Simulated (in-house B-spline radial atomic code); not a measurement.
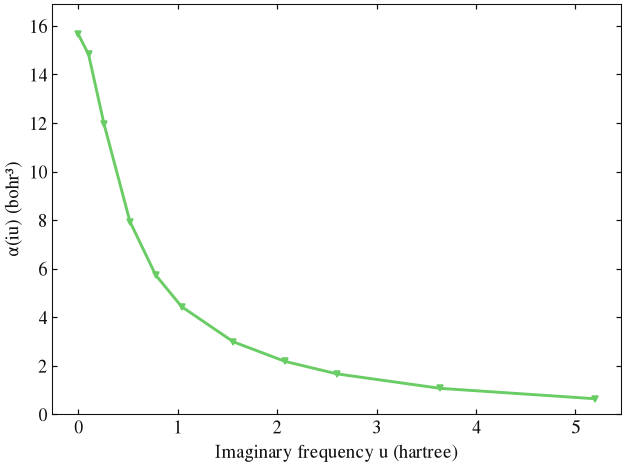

Dipole polarisability at imaginary frequency of Pb²⁺, [Xe] 4f¹⁴ 5d¹⁰ 6s². Relativistic RPA on Dirac–Hartree–Fock, no-pair Dirac–Coulomb, finite nucleus, computed with a B-spline radial code.

Q: What follows from the curve?

A: The static dipole polarisability is 15.7 bohr³; α(iu) falls to half of it near u = 0.53 hartree. The Casimir–Polder integral gives C₆ = 108 hartree bohr⁶ for two such species.

Caveat: RPA puts the weak triplet-like excitations of an outer s2 shell too low.
